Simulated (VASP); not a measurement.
# From one sheet to two: 1T-TiTe2 monolayer, part 6 of 9

Aim: relax 1T-TiTe2 monolayer, place its levels against the vacuum, then find how two sheets stack and bind.

VASP 6.6.1, plane waves and PAW; the level of theory is named at each step.

So far. Step 6 (The slab in a field, field 0.1): Energy at zero smearing: -65.43396 eV.

## 8. A rigid stacking

This step: r2SCAN with rVV10, no spin polarisation; plane waves and PAW (Ti, Te) (VASP 6.6.1).

System of this step: bilayer of 1T-TiTe2 monolayer. The cell holds 6 atoms: 2 Ti and 4 Te. Cell: a = 3.748 Å, b = 3.748 Å, c = 26.977 Å, α = 90.0°, β = 90.0°, γ = 120.0°. upper sheet same orientation, shifted by (0.00, 0.00). Vacuum lies along c.

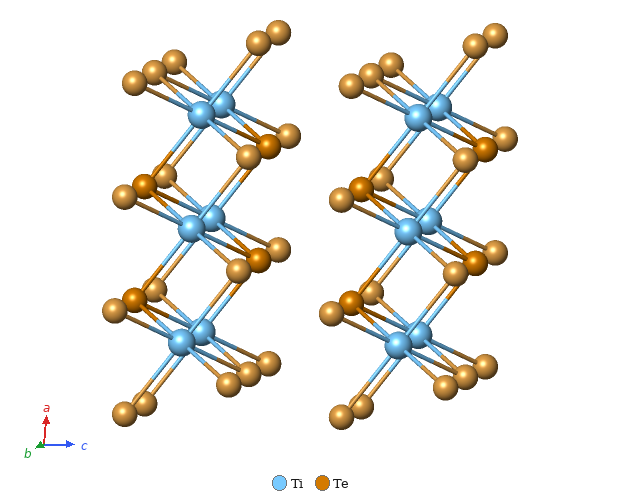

The cell of this step (titanium blue, tellurium orange). 2×1×1 cells are drawn. Some periodic images of atoms are drawn too.

Two rigid sheets are set at a typed distance in several high-symmetry stackings, to find where to start. The upper sheet is shifted or turned in the plane and never flipped over.

INCAR

```
SYSTEM = TiTe2
PREC = Normal
ENCUT = 350
EDIFF = 1E-05
NELM = 120
ISMEAR = 0
SIGMA = 0.03
LREAL = .FALSE.
ALGO = Normal
METAGGA = R2SCAN
LUSE_VDW = .TRUE.
IVDW_NL = 2
BPARAM = 11.95
CPARAM = 0.0093
LASPH = .TRUE.
NBANDS = 22
LORBIT = 11
LWAVE = .FALSE.
LCHARG = .FALSE.
KPAR = 4
IDIPOL = 3
LDIPOL = .TRUE.
DIPOL = 0.5 0.5 0.5
```

POSCAR

```
TiTe2
1.0
    3.7482642872      0.0000000000      0.0000000000
   -1.8741321436      3.2460920928      0.0000000000
    0.0000000000      0.0000000000     26.9765032512
Ti Te
2 4
Direct
    0.0000000000      0.0000000000      0.3788158100
    0.0000000000      0.0000000000      0.6211841900
    0.3333333300      0.6666666700      0.3150890200
    0.6666666700      0.3333333300      0.4425425900
    0.3333333300      0.6666666700      0.5574574100
    0.6666666700      0.3333333300      0.6849109800
```

KPOINTS

```
Automatic mesh
0
Gamma
9 9 1
0 0 0
```

PAW data sets: Ti and Te (PBE family, release 64).

Started as:

```
> mpirun -np 4 vasp_std
```

The program printed:

```text
[banner, memory and clock lines left out]
running    4 mpi-ranks, on    1 nodes
 distrk:  each k-point on    1 cores,    4 groups
 distr:  one band on    1 cores,    1 groups

 POSCAR found type information on POSCAR TiTe
 POSCAR found :  2 types and       6 ions
 [... a notice as in an earlier step ...]

 [... a notice as in an earlier step ...]

 LDA part: xc-table for (None), standard interpolation
 POSCAR, INCAR and KPOINTS ok, starting setup
 FFT: planning ... GRIDC
 FFT: planning ... GRID_SOFT
 FFT: planning ... GRID
 WAVECAR not read
 entering main loop
       N       E                     dE             d eps       ncg     rms          rms(c)
Total rVV10 correction in eV:      1.0504403    52.3573931
Total rVV10 correction in eV:      1.0504403    52.3573931
Total rVV10 correction in eV:      1.0504403    52.3573931
Total rVV10 correction in eV:      1.0504403    52.3573931
DAV:   1     0.947799464878E+02    0.94780E+02   -0.82924E+03   528   0.813E+02
DAV:   2    -0.115871139699E+03   -0.21065E+03   -0.20462E+03   736   0.194E+02
DAV:   3    -0.138324724980E+03   -0.22454E+02   -0.21684E+02   710   0.706E+01
DAV:   4    -0.139172100673E+03   -0.84738E+00   -0.83856E+00   742   0.153E+01
DAV:   5    -0.139191708343E+03   -0.19608E-01   -0.19591E-01   758   0.256E+00    0.193E+01
Total rVV10 correction in eV:      1.0418148    52.3581547
Total rVV10 correction in eV:      1.0418148    52.3581547
Total rVV10 correction in eV:      1.0418148    52.3581547
Total rVV10 correction in eV:      1.0418148    52.3581547
DAV:   6    -0.134806329580E+03    0.43854E+01   -0.63323E+01   706   0.425E+01    0.186E+01
Total rVV10 correction in eV:      1.0409212    52.3617911
Total rVV10 correction in eV:      1.0409212    52.3617911
Total rVV10 correction in eV:      1.0409212    52.3617911
Total rVV10 correction in eV:      1.0409212    52.3617911
DAV:   7    -0.132473568540E+03    0.23328E+01   -0.62656E+01   712   0.591E+01    0.122E+01
Total rVV10 correction in eV:      1.0350155    52.3593019
Total rVV10 correction in eV:      1.0350155    52.3593019
Total rVV10 correction in eV:      1.0350155    52.3593019
Total rVV10 correction in eV:      1.0350155    52.3593019
DAV:   8    -0.131311449990E+03    0.11621E+01   -0.45481E+00   668   0.130E+01    0.464E+00
Total rVV10 correction in eV:      1.0343189    52.3591369
Total rVV10 correction in eV:      1.0343189    52.3591369
Total rVV10 correction in eV:      1.0343189    52.3591369
Total rVV10 correction in eV:      1.0343189    52.3591369
DAV:   9    -0.131125990890E+03    0.18546E+00   -0.24591E+00   716   0.953E+00    0.224E+00
Total rVV10 correction in eV:      1.0365337    52.3592248
Total rVV10 correction in eV:      1.0365337    52.3592248
Total rVV10 correction in eV:      1.0365337    52.3592248
Total rVV10 correction in eV:      1.0365337    52.3592248
DAV:  10    -0.131129637385E+03   -0.36465E-02   -0.52486E-01   704   0.525E+00    0.124E+00
Total rVV10 correction in eV:      1.0378796    52.3589674
Total rVV10 correction in eV:      1.0378796    52.3589674
Total rVV10 correction in eV:      1.0378796    52.3589674
Total rVV10 correction in eV:      1.0378796    52.3589674
DAV:  11    -0.131114571163E+03    0.15066E-01   -0.67057E-02   722   0.182E+00    0.514E-01
Total rVV10 correction in eV:      1.0390701    52.3587772
Total rVV10 correction in eV:      1.0390701    52.3587772
Total rVV10 correction in eV:      1.0390701    52.3587772
Total rVV10 correction in eV:      1.0390701    52.3587772
DAV:  12    -0.131115792795E+03   -0.12216E-02   -0.17498E-03   638   0.262E-01    0.363E-01
Total rVV10 correction in eV:      1.0402807    52.3585236
Total rVV10 correction in eV:      1.0402807    52.3585236
Total rVV10 correction in eV:      1.0402807    52.3585236
Total rVV10 correction in eV:      1.0402807    52.3585236
DAV:  13    -0.131115279905E+03    0.51289E-03   -0.53956E-03   708   0.455E-01    0.118E-01
Total rVV10 correction in eV:      1.0411802    52.3582555
Total rVV10 correction in eV:      1.0411802    52.3582555
Total rVV10 correction in eV:      1.0411802    52.3582555
Total rVV10 correction in eV:      1.0411802    52.3582555
DAV:  14    -0.131115727977E+03   -0.44807E-03   -0.46573E-04   638   0.118E-01    0.466E-02
Total rVV10 correction in eV:      1.0416863    52.3580338
Total rVV10 correction in eV:      1.0416863    52.3580338
Total rVV10 correction in eV:      1.0416863    52.3580338
Total rVV10 correction in eV:      1.0416863    52.3580338
DAV:  15    -0.131116038921E+03   -0.31094E-03   -0.10879E-04   540   0.580E-02    0.291E-02
Total rVV10 correction in eV:      1.0423599    52.3576416
Total rVV10 correction in eV:      1.0423599    52.3576416
Total rVV10 correction in eV:      1.0423599    52.3576416
Total rVV10 correction in eV:      1.0423599    52.3576416
DAV:  16    -0.131116567181E+03   -0.52826E-03   -0.20008E-04   534   0.661E-02    0.188E-02
Total rVV10 correction in eV:      1.0427079    52.3574554
Total rVV10 correction in eV:      1.0427079    52.3574554
Total rVV10 correction in eV:      1.0427079    52.3574554
Total rVV10 correction in eV:      1.0427079    52.3574554
DAV:  17    -0.131116767701E+03   -0.20052E-03   -0.93077E-05   532   0.599E-02    0.168E-02
Total rVV10 correction in eV:      1.0429921    52.3573907
Total rVV10 correction in eV:      1.0429921    52.3573907
Total rVV10 correction in eV:      1.0429921    52.3573907
Total rVV10 correction in eV:      1.0429921    52.3573907
DAV:  18    -0.131116810745E+03   -0.43043E-04   -0.36608E-05   472   0.380E-02    0.709E-03
Total rVV10 correction in eV:      1.0431458    52.3573907
Total rVV10 correction in eV:      1.0431458    52.3573907
Total rVV10 correction in eV:      1.0431458    52.3573907
Total rVV10 correction in eV:      1.0431458    52.3573907
DAV:  19    -0.131116871071E+03   -0.60326E-04   -0.22742E-05   406   0.276E-02    0.328E-03
Total rVV10 correction in eV:      1.0432009    52.3573907
Total rVV10 correction in eV:      1.0432009    52.3573907
Total rVV10 correction in eV:      1.0432009    52.3573907
Total rVV10 correction in eV:      1.0432009    52.3573907
DAV:  20    -0.131116970206E+03   -0.99136E-04   -0.46222E-05   460   0.248E-02    0.407E-03
Total rVV10 correction in eV:      1.0432076    52.3573907
Total rVV10 correction in eV:      1.0432076    52.3573907
Total rVV10 correction in eV:      1.0432076    52.3573907
Total rVV10 correction in eV:      1.0432076    52.3573907
DAV:  21    -0.131117009164E+03   -0.38958E-04   -0.75534E-06   376   0.123E-02    0.253E-03
Total rVV10 correction in eV:      1.0432021    52.3574029
Total rVV10 correction in eV:      1.0432021    52.3574029
Total rVV10 correction in eV:      1.0432021    52.3574029
Total rVV10 correction in eV:      1.0432021    52.3574029
DAV:  22    -0.131117033843E+03   -0.24679E-04   -0.12835E-06   276   0.726E-03    0.188E-03
Total rVV10 correction in eV:      1.0432000    52.3574069
Total rVV10 correction in eV:      1.0432000    52.3574069
Total rVV10 correction in eV:      1.0432000    52.3574069
Total rVV10 correction in eV:      1.0432000    52.3574069
DAV:  23    -0.131117056012E+03   -0.22169E-04   -0.15691E-06   296   0.838E-03    0.135E-03
Total rVV10 correction in eV:      1.0432003    52.3574018
Total rVV10 correction in eV:      1.0432003    52.3574018
Total rVV10 correction in eV:      1.0432003    52.3574018
Total rVV10 correction in eV:      1.0432003    52.3574018
DAV:  24    -0.131117065445E+03   -0.94332E-05   -0.82718E-07   264   0.655E-03
Total rVV10 correction in eV:      1.0431984    52.3573930
Total rVV10 correction in eV:      1.0431984    52.3573930
Total rVV10 correction in eV:      1.0431984    52.3573930
Total rVV10 correction in eV:      1.0431984    52.3573930
Total rVV10 correction in eV:      1.0432007    52.3573967
Total rVV10 correction in eV:      1.0432007    52.3573967
Total rVV10 correction in eV:      1.0432007    52.3573967
Total rVV10 correction in eV:      1.0432007    52.3573967
   1 F= -.13111707E+03 E0= -.13111579E+03  d E =-.255573E-02
```

The job ended after 2.7 min (4 MPI ranks of Intel Xeon Platinum 8259CL at 2.50GHz (Skylake/Cascade Lake), shared host; peak memory 1.5 GiB; 11 min of CPU time).

OUTCAR, selected parts (step 8):

```text
   k-points           NKPTS =     12   k-points in BZ     NKDIM =     12   number of bands    NBANDS=     22

   ENCUT  =  350.0 eV  25.72 Ry    5.07 a.u.   5.72  5.72 41.15*2*pi/ulx,y,z

   NELECT =      32.0000    total number of electrons

 E-fermi :   0.1535

 k-point     1 :       0.0000    0.0000    0.0000
  band No.  band energies     occupation
    ...
      8      -1.6429      2.00000
      9      -1.6429      2.00000
     10      -1.6075      2.00000
     11      -1.6075      2.00000
     12      -0.4935      2.00000
     13       0.5583      0.00000
     14       0.5583      0.00000
     15       0.5625      0.00000
     16       0.5625      0.00000
     17       0.6895      0.00000
    ...

  Total        0.3238327      0.3238327     -0.0556583      0.0000000      0.0000000      0.0000000
  in kB        1.5807187      1.5807187     -0.2716838      0.0000000      0.0000000      0.0000000
  external PRESSURE =       0.9632512 kB  Pullay stress =       0.0000000 kB

 POSITION                                       TOTAL-FORCE (eV/Angst)
 -----------------------------------------------------------------------------------
      0.00000      0.00000     10.21913         0.000000     -0.000000      0.127925
      0.00000      0.00000     16.75738         0.000000      0.000000     -0.127925
     -0.00000      2.16406      8.50000        -0.000000     -0.000000     -0.015372
      1.87413      1.08203     11.93825         0.000000     -0.000000     -0.217912
     -0.00000      2.16406     15.03825        -0.000000      0.000000      0.217912
      1.87413      1.08203     18.47650        -0.000000      0.000000      0.015372
 -----------------------------------------------------------------------------------
    total drift:                               -0.000000      0.000000     -0.000000

  FREE ENERGIE OF THE ION-ELECTRON SYSTEM (eV)
  ---------------------------------------------------
  free  energy   TOTEN  =      -131.1170654453 eV

  energy  without entropy=     -131.1145097141  energy(sigma->0) =     -131.11578758

 vacuum level on the upper side and lower side of the slab         5.220         5.220

[... 2 parts as in an earlier step ...]

[... 14 further parts left out ...]
```

This step gave:

* electrons: 32
* free energy (TOTEN): -131.1171 eV
* energy at zero smearing: -131.1158 eV
* Fermi energy: 0.1535 eV
* dipole moment: 0, 0, 0 e·Å

Force by atom:

| atom | x (eV/Å) | y (eV/Å) | z (eV/Å) | size |
| --- | --- | --- | --- | --- |
| Ti1 | 0.000 | 0.000 | 0.128 | 0.128 |
| Ti2 | 0.000 | 0.000 | -0.128 | 0.128 |
| Te3 | 0.000 | 0.000 | -0.015 | 0.015 |
| Te4 | 0.000 | 0.000 | -0.218 | 0.218 |
| Te5 | 0.000 | 0.000 | 0.218 | 0.218 |
| Te6 | 0.000 | 0.000 | 0.015 | 0.015 |

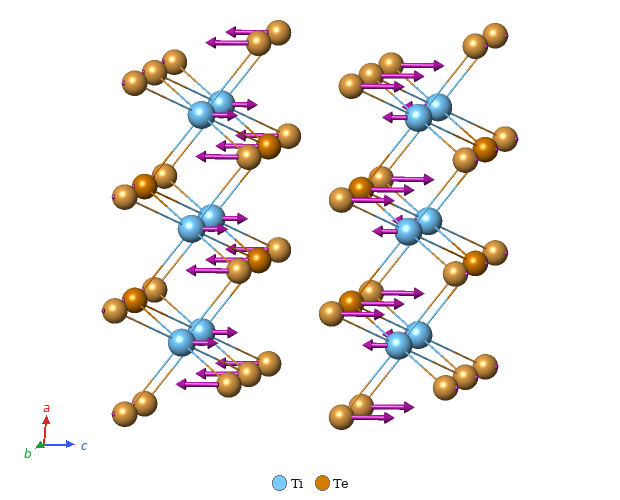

Force as arrows, the longest 0.218 eV/Å. 2×1×1 cells are drawn. Some periodic images of atoms are drawn too.

Energy at zero smearing: -131.11579 eV.

## 9. A rigid stacking

INCAR is that of step 8.

POSCAR

```
TiTe2
1.0
    3.7482642872      0.0000000000      0.0000000000
   -1.8741321436      3.2460920928      0.0000000000
    0.0000000000      0.0000000000     26.9765032512
Ti Te
2 4
Direct
    0.0000000000      0.0000000000      0.3788158100
    0.3333333300      0.6666666700      0.6211841900
    0.3333333300      0.6666666700      0.3150890200
    0.6666666700      0.3333333300      0.4425425900
    0.6666666700      0.3333333300      0.5574574100
    0.0000000000      1.0000000000      0.6849109800
```

KPOINTS is that of step 8.

Started as:

```
> mpirun -np 4 vasp_std
```

The program printed:

```text
[... set-up lines as in an earlier step ...]
 entering main loop
       N       E                     dE             d eps       ncg     rms          rms(c)
Total rVV10 correction in eV:      1.0544091    52.3573932
Total rVV10 correction in eV:      1.0544091    52.3573932
Total rVV10 correction in eV:      1.0544091    52.3573932
Total rVV10 correction in eV:      1.0544091    52.3573932
DAV:   1     0.959021304908E+02    0.95902E+02   -0.83149E+03   528   0.814E+02
DAV:   2    -0.114300259940E+03   -0.21020E+03   -0.20452E+03   746   0.195E+02
DAV:   3    -0.137802671168E+03   -0.23502E+02   -0.22784E+02   694   0.704E+01
DAV:   4    -0.138648010957E+03   -0.84534E+00   -0.83920E+00   710   0.148E+01
DAV:   5    -0.138673384837E+03   -0.25374E-01   -0.25241E-01   726   0.274E+00    0.197E+01
Total rVV10 correction in eV:      1.0471085    52.3576817
Total rVV10 correction in eV:      1.0471085    52.3576817
Total rVV10 correction in eV:      1.0471085    52.3576817
Total rVV10 correction in eV:      1.0471085    52.3576817
[...]
Total rVV10 correction in eV:      1.0511668    52.3574073
DAV:  23    -0.130682550566E+03   -0.24436E-04   -0.12319E-06   290   0.692E-03    0.170E-03
Total rVV10 correction in eV:      1.0511662    52.3574029
Total rVV10 correction in eV:      1.0511662    52.3574029
Total rVV10 correction in eV:      1.0511662    52.3574029
Total rVV10 correction in eV:      1.0511662    52.3574029
DAV:  24    -0.130682561620E+03   -0.11054E-04   -0.70987E-07   264   0.511E-03    0.625E-04
Total rVV10 correction in eV:      1.0511647    52.3573953
Total rVV10 correction in eV:      1.0511647    52.3573953
Total rVV10 correction in eV:      1.0511647    52.3573953
Total rVV10 correction in eV:      1.0511647    52.3573953
DAV:  25    -0.130682566019E+03   -0.43991E-05   -0.74905E-07   264   0.462E-03
Total rVV10 correction in eV:      1.0511665    52.3573931
Total rVV10 correction in eV:      1.0511665    52.3573931
Total rVV10 correction in eV:      1.0511665    52.3573931
Total rVV10 correction in eV:      1.0511665    52.3573931
Total rVV10 correction in eV:      1.0511655    52.3573937
Total rVV10 correction in eV:      1.0511655    52.3573937
Total rVV10 correction in eV:      1.0511655    52.3573937
Total rVV10 correction in eV:      1.0511655    52.3573937
   1 F= -.13068257E+03 E0= -.13068190E+03  d E =-.133122E-02
```

The job ended after 2.9 min (4 MPI ranks; peak memory 1.5 GiB).

OUTCAR, selected parts (step 9):

```text
  Total        0.5746152      0.5746152      2.7723219      0.0000000      0.0000000     -0.0000000
  in kB        2.8048587      2.8048587     13.5324848      0.0000000      0.0000000     -0.0000000
  external PRESSURE =       6.3807341 kB  Pullay stress =       0.0000000 kB

 POSITION                                       TOTAL-FORCE (eV/Angst)
 -----------------------------------------------------------------------------------
      0.00000      0.00000     10.21913        -0.000000      0.000000      0.227627
     -0.00000      2.16406     16.75738         0.000000      0.000000     -0.227627
     -0.00000      2.16406      8.50000         0.000000     -0.000000     -0.039157
      1.87413      1.08203     11.93825        -0.000000      0.000000     -1.264352
      1.87413      1.08203     15.03825        -0.000000      0.000000      1.264352
      0.00000      0.00000     18.47650        -0.000000      0.000000      0.039157
 -----------------------------------------------------------------------------------
    total drift:                               -0.000006      0.000003     -0.000001

  FREE ENERGIE OF THE ION-ELECTRON SYSTEM (eV)
  ---------------------------------------------------
  free  energy   TOTEN  =      -130.6825660192 eV

  energy  without entropy=     -130.6812347972  energy(sigma->0) =     -130.68190041

[... 2 parts as in an earlier step ...]

[... 1 further part left out ...]
[key lines of the parts left out:]
E-fermi :   0.1577
```

Energy at zero smearing: -130.68190 eV.

## 10. A rigid stacking

INCAR is that of step 9.

POSCAR

```
TiTe2
1.0
    3.7482642872      0.0000000000      0.0000000000
   -1.8741321436      3.2460920928      0.0000000000
    0.0000000000      0.0000000000     26.9765032512
Ti Te
2 4
Direct
    0.0000000000      0.0000000000      0.3788158100
    0.6666666700      0.3333333300      0.6211841900
    0.3333333300      0.6666666700      0.3150890200
    0.6666666700      0.3333333300      0.4425425900
    1.0000000000      0.0000000000      0.5574574100
    0.3333333300      0.6666666700      0.6849109800
```

KPOINTS is that of step 9.

Started as:

```
> mpirun -np 4 vasp_std
```

The program printed:

```text
[... set-up lines as in an earlier step ...]
 entering main loop
       N       E                     dE             d eps       ncg     rms          rms(c)
Total rVV10 correction in eV:      1.0505875    52.3573931
Total rVV10 correction in eV:      1.0505875    52.3573931
Total rVV10 correction in eV:      1.0505875    52.3573931
Total rVV10 correction in eV:      1.0505875    52.3573931
DAV:   1     0.939378286828E+02    0.93938E+02   -0.83134E+03   528   0.813E+02
DAV:   2    -0.115818979454E+03   -0.20976E+03   -0.20213E+03   758   0.195E+02
DAV:   3    -0.138214196117E+03   -0.22395E+02   -0.21612E+02   702   0.705E+01
DAV:   4    -0.139113833455E+03   -0.89964E+00   -0.89088E+00   728   0.155E+01
DAV:   5    -0.139140382988E+03   -0.26550E-01   -0.26029E-01   736   0.278E+00    0.193E+01
Total rVV10 correction in eV:      1.0421696    52.3579099
Total rVV10 correction in eV:      1.0421696    52.3579099
Total rVV10 correction in eV:      1.0421696    52.3579099
Total rVV10 correction in eV:      1.0421696    52.3579099
[...]
Total rVV10 correction in eV:      1.0443357    52.3574057
DAV:  23    -0.131048629628E+03   -0.17314E-04   -0.70227E-07   264   0.592E-03    0.974E-04
Total rVV10 correction in eV:      1.0443355    52.3574027
Total rVV10 correction in eV:      1.0443355    52.3574027
Total rVV10 correction in eV:      1.0443355    52.3574027
Total rVV10 correction in eV:      1.0443355    52.3574027
DAV:  24    -0.131048646452E+03   -0.16824E-04   -0.95857E-07   296   0.539E-03    0.754E-04
Total rVV10 correction in eV:      1.0443349    52.3573964
Total rVV10 correction in eV:      1.0443349    52.3573964
Total rVV10 correction in eV:      1.0443349    52.3573964
Total rVV10 correction in eV:      1.0443349    52.3573964
DAV:  25    -0.131048650552E+03   -0.41002E-05   -0.38388E-07   264   0.347E-03
Total rVV10 correction in eV:      1.0443342    52.3573930
Total rVV10 correction in eV:      1.0443342    52.3573930
Total rVV10 correction in eV:      1.0443342    52.3573930
Total rVV10 correction in eV:      1.0443342    52.3573930
Total rVV10 correction in eV:      1.0443322    52.3573936
Total rVV10 correction in eV:      1.0443322    52.3573936
Total rVV10 correction in eV:      1.0443322    52.3573936
Total rVV10 correction in eV:      1.0443322    52.3573936
   1 F= -.13104865E+03 E0= -.13104760E+03  d E =-.209508E-02
```

Elapsed: 2.9 min, on 4 MPI ranks; peak memory 1.6 GiB.

From OUTCAR (step 10):

```text
  Total        0.3285744      0.3285744      0.8330482      0.0000000      0.0000000     -0.0000000
  in kB        1.6038641      1.6038641      4.0663430      0.0000000      0.0000000     -0.0000000
  external PRESSURE =       2.4246904 kB  Pullay stress =       0.0000000 kB

 POSITION                                       TOTAL-FORCE (eV/Angst)
 -----------------------------------------------------------------------------------
      0.00000      0.00000     10.21913         0.000000     -0.000000      0.027354
      1.87413      1.08203     16.75738        -0.000000      0.000000     -0.027354
     -0.00000      2.16406      8.50000         0.000000     -0.000000     -0.011807
      1.87413      1.08203     11.93825        -0.000000     -0.000000     -0.305330
      0.00000      0.00000     15.03825         0.000000      0.000000      0.305330
     -0.00000      2.16406     18.47650        -0.000000     -0.000000      0.011807
 -----------------------------------------------------------------------------------
    total drift:                                0.000006     -0.000003      0.000001

  FREE ENERGIE OF THE ION-ELECTRON SYSTEM (eV)
  ---------------------------------------------------
  free  energy   TOTEN  =      -131.0486505524 eV

  energy  without entropy=     -131.0465554751  energy(sigma->0) =     -131.04760301

[... 2 parts as in an earlier step ...]

[... 1 further part left out ...]
[key lines of the parts left out:]
E-fermi :   0.1417
```

Energy at zero smearing: -131.04760 eV.

(Continued in part 7 of 9.)

[Lines on the potential files, build, host, timing and source positions are cut from VASP's logs without a mark.]

[Logs are printed without paths, hosts, clocks, repeated set-up lines and the standing remarks that a program may print on its own settings, such as how far it seeks lower states.]

[Hosts, paths, dates, database ids (printed as entryN), source tags and the programs' standing remarks are cut or masked in the printed files.]

[Runs that stopped without an error message from VASP are left out.]
